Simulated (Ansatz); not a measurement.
**CH10NSi2 (charge +1): density, localisation and related maps**

```yaml
atoms:
  - { symbol: C, position_ang: [0.9653, 2.9008, -1.6163] }
  - { symbol: N, position_ang: [-0.8646, 0.5051, -1.7831] }
  - { symbol: Si, position_ang: [0.9284, 1.0967, -2.0144] }
  - { symbol: Si, position_ang: [-1.2091, -1.3145, -2.1263] }
  - { symbol: H, position_ang: [0.3247, 3.4872, -2.2927] }
  - { symbol: H, position_ang: [0.6740, 3.1007, -0.5737] }
  - { symbol: H, position_ang: [1.9982, 3.2654, -1.7441] }
  - { symbol: H, position_ang: [1.1706, 0.7409, -3.4338] }
  - { symbol: H, position_ang: [1.6509, 0.2094, -1.0705] }
  - { symbol: H, position_ang: [-1.4787, 1.0763, -2.3789] }
  - { symbol: H, position_ang: [-1.1611, 0.7227, -0.8223] }
  - { symbol: H, position_ang: [-0.8195, -1.4777, -3.5453] }
  - { symbol: H, position_ang: [-0.3298, -2.0192, -1.1659] }
  - { symbol: H, position_ang: [-2.6580, -1.4745, -1.8645] }
```

Geometry: PBE0-D3(BJ)/def2-SVP.

The calculation used isolated molecule in a Gaussian basis; Kohn-Sham density functional theory, functional PBE0 in Ansatz 0.2.0.

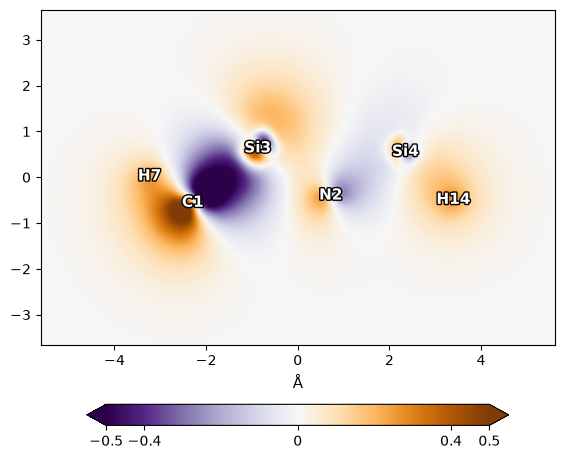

Figure 1. The HOMO on the plane of atoms C1, Si3 and N2 (values in Å⁻³ᐟ²; the overall sign is arbitrary).

### What is the character of this orbital?

Its weight (Hirshfeld) is mainly on C1 (about 40 %) and Si3 (about 25 %). Its energy is −14.02 eV.

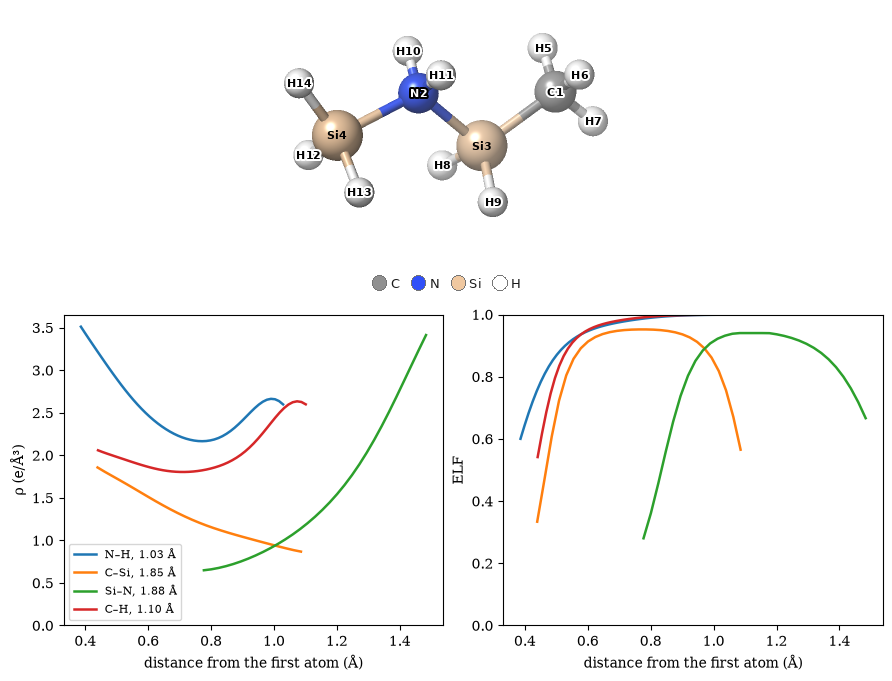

Figure 2. Electron density and electron localisation function along straight lines between neighbouring atoms. The curves leave out the atomic cores. The structure is drawn too.

### What can be read from the curves?

N–H (1.03 Å): ρ is about 2.8 e/Å³ halfway; the ELF climbs to about 1 towards the hydrogen, as it does in any bond to H (an ordinary covalent bond to hydrogen).
C–Si (1.85 Å): ρ is about 1 e/Å³ halfway; the ELF peaks at about 0.95 between the atoms (a covalent bond).
Si–N (1.88 Å): ρ is about 0.82 e/Å³ halfway; the ELF peaks at about 0.95 between the atoms (a shared but strongly polarised pair).
C–H (1.10 Å): ρ is about 1.9 e/Å³ halfway; the ELF climbs to about 1 towards the hydrogen: a covalent bond by its length.

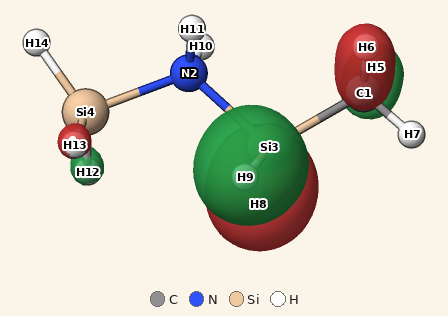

Figure 3. The HOMO−1 at ±0.15 Å⁻³ᐟ² (green and red are the two phases), seen at a tilt.

### Describe this orbital and give its energy.

It lies mainly on Si3 (about 35 %), H8 (about 20 %), H9 (about 20 %) and C1 (about 5 %). Its energy is −14.29 eV.
